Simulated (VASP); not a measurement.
Band structure of Zr (hcp). Computed with PW91 GGA, VASP's PBE PAW potentials (set 64) (plane waves; VASP).

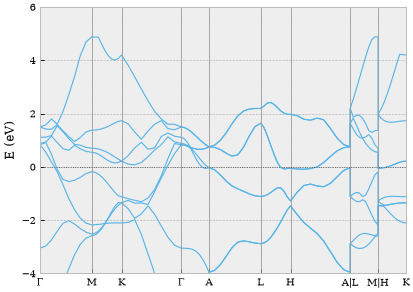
Bands along high-symmetry lines, zero at the valence-band maximum or, without a gap, the Fermi level

Read the plot: is there a gap, and where are the band edges?

It has no gap at this level: it comes out as a metal or semimetal. (Edges off the drawn lines would not show.)

The compound is Zr in the hcp structure. It was relaxed first.
